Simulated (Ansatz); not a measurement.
The parent structure is ZnSiP2 in the chalcopyrite structure (space group I-42d, No. 122; a = 5.3775 Å, c = 10.4661 Å).

It is then changed as follows: 0.757 holes added to each cell, a density of 5.0×10^21 cm⁻³, with a uniform compensating background at fixed cell and a 300 K Fermi–Dirac width.

Computed with r2SCAN in Ansatz (plane waves to 500 eV, PAW, spin-orbit coupling left out).

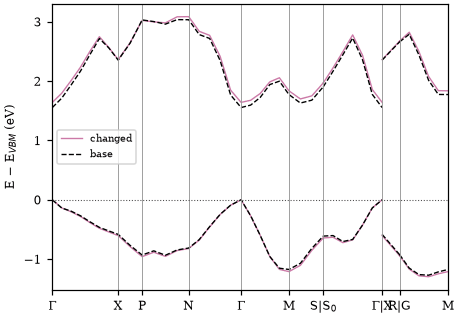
*Highest valence and lowest conduction band along the path, each from its own valence-band maximum*

Read the changed gap and its character from the plot.

About 1.6 eV, direct at Γ.

Charged cell with a jellium background: band edges are those of the host's band count, energies are not comparable with the neutral cell, and many-body gap narrowing is missing. Stability against distortions was not tested.

Ansatz is an electronic-structure program.
